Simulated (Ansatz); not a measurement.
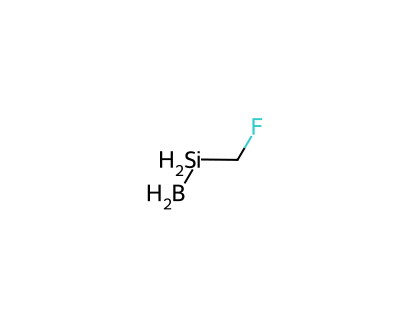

Write the SMILES.

B[SiH2]CF

Give the formula, hydrogens included.

CH6BFSi.

An optimisation with PBE0-D4/def2-TZVP gave a structure of which point group?

Cs. Other conformers may differ.

The parts below concern this one geometry. Atoms keep their numbers from picture to picture. The computed structure is the end point of a PBE0-D4/def2-TZVP optimisation.

Geometry

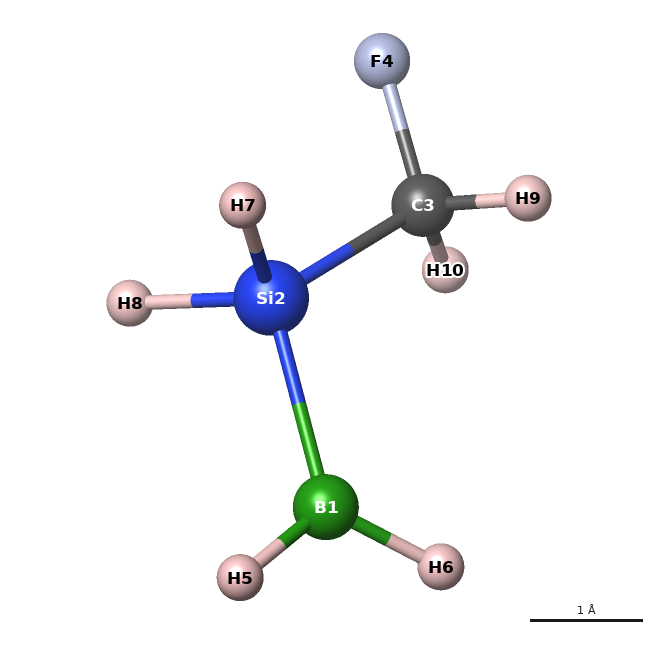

Atoms carry their numbers in the input.

How are the neighbours of atom 1 arranged?

B1 has 3 neighbours (Si2 at 2.01, H5 at 1.20, H6 at 1.20 Å); the arrangement is trigonal planar.

How are the neighbours of atom 3 arranged?

C3 has 4 neighbours (Si2 at 1.90, F4 at 1.39, H9 at 1.10, H10 at 1.10 Å); the arrangement is tetrahedral.

What is the geometry at Si2?

Si2 has 4 neighbours (B1 at 2.01, C3 at 1.90, H7 at 1.49, H8 at 1.49 Å); the arrangement is tetrahedral.

What is the dihedral angle B1–Si2–C3–F4?

180° in size, that is anti.

Dipole moment

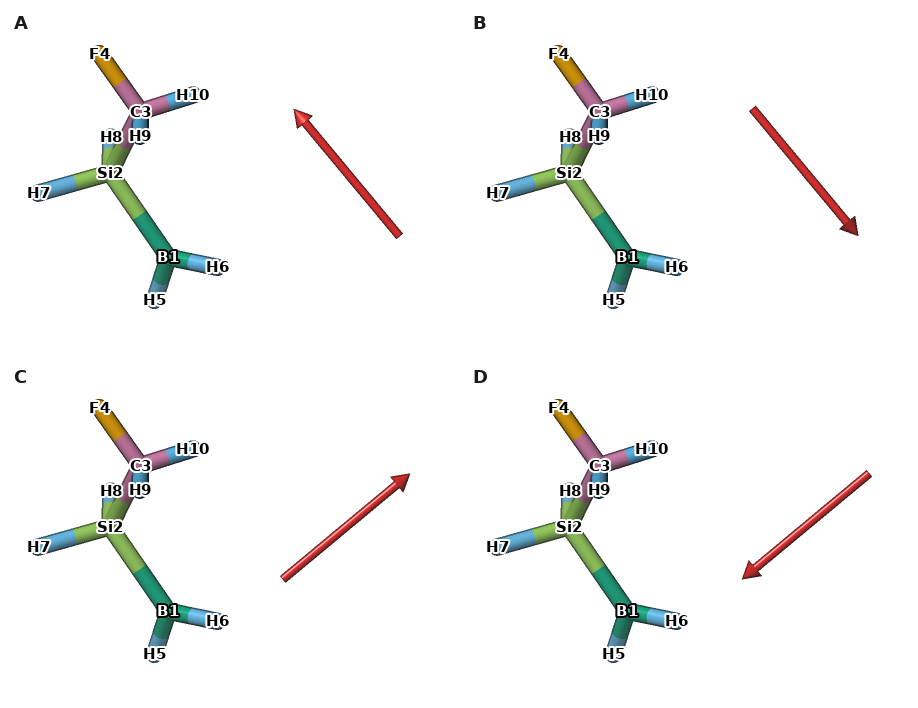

The same molecule four times, each with an arrow. Properties computed with RKS r2SCAN-D4/def2-TZVPP (Ansatz 0.2.0).

Which arrow points along the dipole moment, from the negative to the positive end?

B. The dipole moment is 1.83 D; it points from the side of F4 to the side of H6 (the outermost atoms at the two ends).

Charges

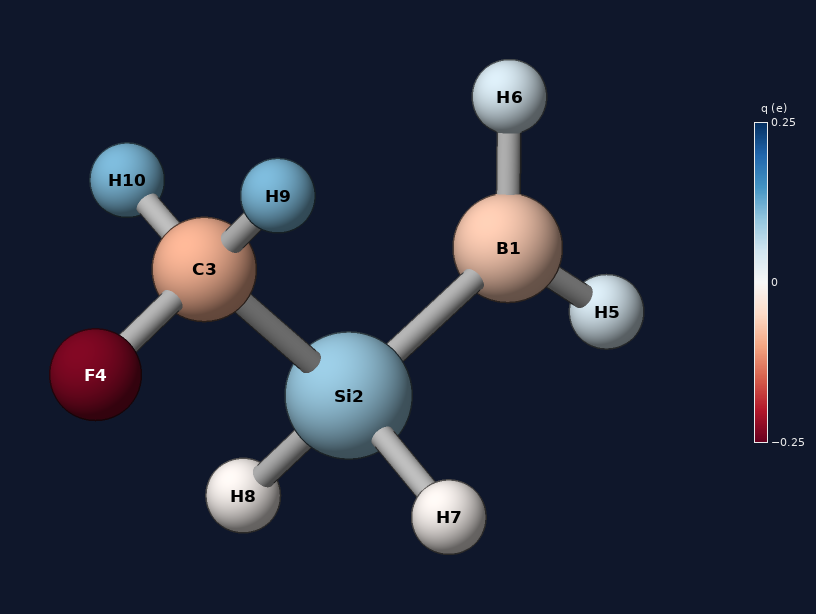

Atoms are coloured by their Mulliken charges. Properties computed with RKS PBE0-D4/def2-TZVP (Ansatz 0.2.0).

Which atom carries the highest charge (most positive or least negative)?

H9, H10 (0.11 e).

And the lowest?

F4 (−0.23 e).

Give the Mulliken charges atom by atom.

```tsv
atom	value (e)
B1	−0.07
Si2	0.09
C3	−0.09
F4	−0.23
H5	0.04
H6	0.04
H7	−0.01
H8	−0.01
H9	0.11
H10	0.11
```

Thermal motion

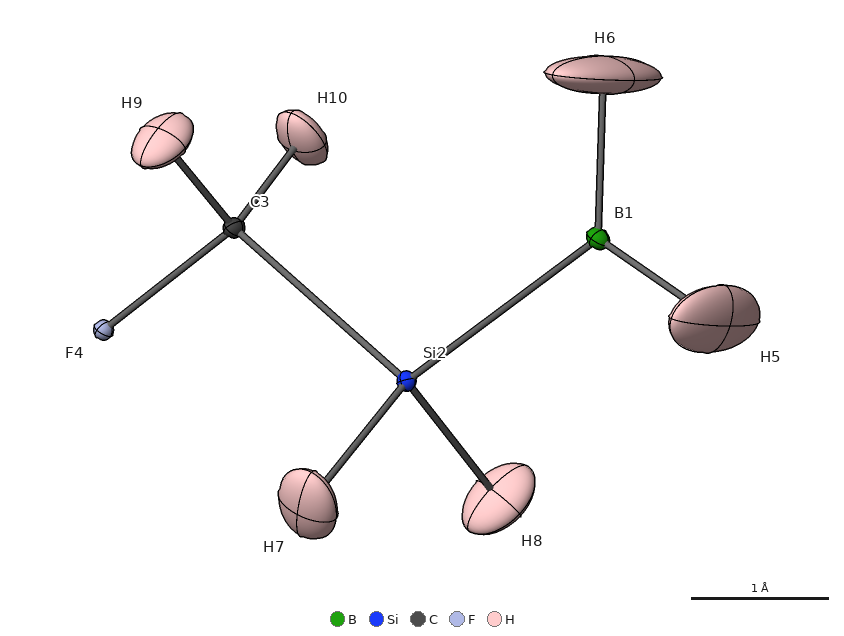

Displacement ellipsoids at the 50 % level, from the internal vibrations of the free molecule (harmonic, no overall translation or rotation; no half-axis is drawn under 0.075 Å). Vibrations computed with RKS PBE0-D4/def2-TZVP (Ansatz 0.2.0). Temperature: 0 K (zero-point motion alone).

Which atom has the largest mean-square displacement?

H6, with U_eq = 0.0701 Å².

Does H6 move more along its bond or across it?

Across it: the root-mean-square amplitude is 0.090 Å along the bond and up to 0.412 Å across, since bending and torsion are softer than stretching.

List U_eq and the three principal root-mean-square amplitudes for each kind of atom.

```csv
atom,U_eq (Å²),rms amplitudes (Å)
B1,0.0030,"0.042, 0.059, 0.062"
Si2,0.0011,"0.026, 0.034, 0.039"
C3,0.0026,"0.039, 0.045, 0.066"
F4,0.0020,"0.032, 0.045, 0.055"
H5,0.0530,"0.096, 0.169, 0.349"
H6,0.0701,"0.089, 0.180, 0.412"
"H7, H8",0.0257,"0.091, 0.160, 0.208"
"H9, H10",0.0189,"0.084, 0.134, 0.178"
```

Mulliken values depend strongly on the basis set and can even reverse the polarity of a bond.
